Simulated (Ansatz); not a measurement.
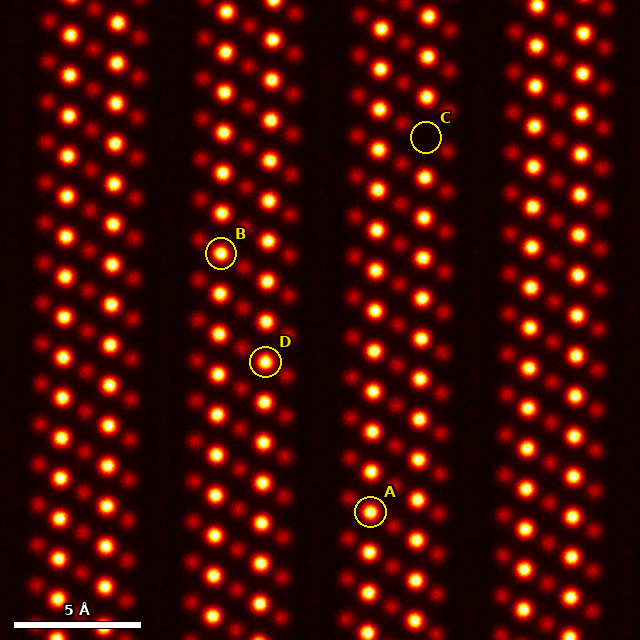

HAADF-like image of Li3V3Sb2 (R-3m, No. 166) along [310]. Simulation: incoherent imaging, intensity Z^1.7 per atom, probe width 0.50 Å, thin sample. The probe carries 15 % of its weight in a tail 2.5 times as wide. Shot noise was added.

The sample is 1 repeat (12.8 Å) thick. One point defect was put into the perfect crystal, without relaxing the atoms around it. Brightness is counted from the darkest point of the image. Host structure: the end point of a relaxation with DFT, PAW plane waves, pbe (Ansatz); the starting structure was generated, so it need not be a known form of this composition.

Which ringed column holds the defect, and does it scatter more or less than its equals?

Answer. C; it scatters less. The column holds 1 atom (Sb) through the sample, and one Sb atom is missing, so its peak vanishes.
